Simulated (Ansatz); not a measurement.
**CHF (SMILES [CH]F): wB97M-V/STO-3G**

Aim: the electronic atomisation energy of CHF at wB97M-V/STO-3G, from 4 runs. 

The results are computed with Ansatz 0.2.0.

55 further runs of the same task are left out: 6 that didn't finish, 49 set aside as unsound or not needed.

## (1) Starting point

The species is CHF (3 atoms), meant as a singlet with charge 0. SMILES: `[CH]F`. The coordinates come from a GFN2-xTB relaxation.

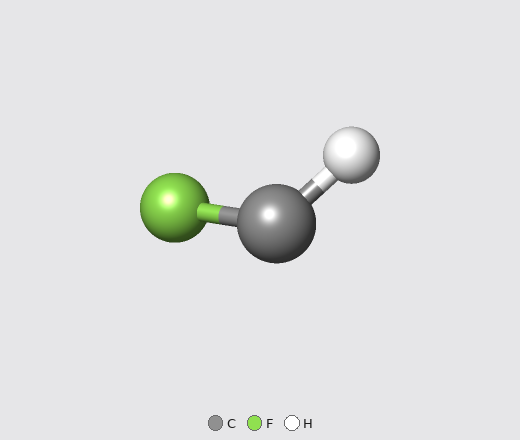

Viewed from a chosen angle; carbon grey, fluorine green, hydrogen white.

## (2) The energy at wB97M-V/STO-3G

Input file input.yaml:

```yaml
crystal:
  periodic: [false, false, false]
  atoms:
    - {symbol: C, position_ang: [-0.128130, -0.359190, -0.106370]}
    - {symbol: F, position_ang: [0.969610, -0.011280, 0.530170]}
    - {symbol: H, position_ang: [-0.841470, 0.370470, -0.423800]}
basis:
  gaussian:
    orbitals: STO-3G
accuracy: high
hamiltonian:
  xc: {name: wB97M-V}
```

The run is started by

```console
$ ansatz run input.yaml --threads 1 --pin off --max-ram 2610MiB --events-out events.jsonl --progress --plain --runs-dir runs
```

The program printed:

```text
Warning: RAYON_NUM_THREADS=1 ignored (pool sized by the plan → 1); use --threads N
Functional definition: wB97M-V
  name "wB97M-V"
  parameter omega = 0.3/bohr
  parameter cx = 0.15
  parameter cx01 = 1.007
  parameter cx10 = 0.259
  parameter css00 = 0.443
  parameter css04 = -1.437
  parameter css10 = -4.535
  parameter css20 = -3.390
  parameter css43 = 4.278
  parameter cos00 = 1.000
  parameter cos10 = 1.358
  parameter cos20 = 2.924
  parameter cos21 = -8.812
  parameter cos60 = -1.390
  parameter cos61 = 9.142
  parameter b = 6.0
  parameter c = 0.01
  gx(w, u) = 1 - cx + cx01*u + cx10*w
  gss(w, u) = css00 + css04*u^4 + css10*w + css20*w^2 + css43*w^4*u^3
  gos(w, u) = cos00 + cos10*w + (cos20 + cos21*u)*w^2 + (cos60 + cos61*u)*w^6
  exchange = spin_sum(e_x_unif_sr(omega)*gx(b97_w, b97_u_x)) + cx*exact_x_sr(omega) + exact_x_lr(omega)
  correlation = spin_sum(e_c_pw_mod_same_spin*gss(b97_w, b97_u_same))
      + integral(e_c_pw_mod_opposite_spin*gos(b97_w_opposite, b97_u_opposite)) + vv10(b, c)
167 factors; integrals over basis functions are off by at most 2.4e-8 eV
93 factors; integrals over basis functions are off by at most 6.4e-10 eV
mean field evaluation 1: about -3712.8138 eV, gradient 8.8e0 eV
mean field evaluation 2: about -3712.9961 eV, gradient 5.9e0 eV
mean field evaluation 4: about -3713.0898 eV, gradient 1.2e-1 eV
mean field evaluation 8: about -3713.0693 eV, gradient 7.3e-4 eV
mean field evaluation 16: about -3713.0693 eV, gradient 9.4e-8 eV
mean field -3713.06928897 eV, -136.4527795608 hartree, gradient 9.4e-8 eV, S^2 0.000000; 0 other end points of the search recorded, 0 dependent functions left out
reference -3713.06929034 eV, -136.4527796114 hartree; 8, 8 occupied and 3, 3 virtual orbitals, 167 factors
Total energy: -3713.06929034 eV, -136.4527796114 hartree
```

Run time: 6 s. Hardware: 1 thread of Arm Neoverse V1, shared host; peak memory 0.17 GiB.

## (3) The C atom, same level

Input file input.yaml:

```yaml
basis:
  gaussian: {orbitals: STO-3G}
crystal:
  periodic: [false, false, false]
  atoms:
    - {symbol: C, position_ang: [0.000000, 0.000000, 0.000000]}
magnetization: {spin_polarized: true, initial_magnetization: 2}
hamiltonian: {xc: {name: wB97M-V}}
accuracy: high
```

Run the same way, it converges to -37.34862 Eh (log not shown).

## (4) The F atom at the same level

Input file molecule.yaml:

```yaml
crystal:
  periodic: [false, false, false]
  atoms:
    - {symbol: F, position_ang: [0.000000, 0.000000, 0.000000]}
basis:
  gaussian:
    orbitals: STO-3G
hamiltonian:
  xc: {name: wB97M-V}
accuracy: high
magnetization:
  spin_polarized: true
  initial_magnetization: 1
```

Run the same way, it converges to -98.28239 Eh (log not shown).

## (5) The H atom

Input file molecule.yaml:

```yaml
crystal:
  periodic: [false, false, false]
  atoms:
    - symbol: H
      position_ang: [0.000000, 0.000000, 0.000000]
basis:
  gaussian: {orbitals: STO-3G}
magnetization: {spin_polarized: true, initial_magnetization: 1}
hamiltonian: {xc: {name: wB97M-V}}
accuracy: high
```

Run the same way, it converges to -0.45654 Eh (log not shown).

## (6) What came out

At wB97M-V/STO-3G:

| quantity | value |
| --- | --- |
| molecule: total energy | -136.45278 Eh |
| C atom: total energy | -37.34862 Eh |
| C atom: ⟨S²⟩ | 2.000 |
| F atom: total energy | -98.28239 Eh |
| F atom: ⟨S²⟩ | 0.750 |
| H atom: total energy | -0.45654 Eh |
| H atom: ⟨S²⟩ | 0.750 |
| electronic atomisation energy | 9.938 eV |

**Reading.** Taking the molecule apart into free atoms costs 9.94 eV (959 kJ/mol), before zero-point energy and without spin-orbit coupling. In a minimal basis such a difference can be off by several eV, whatever the method.
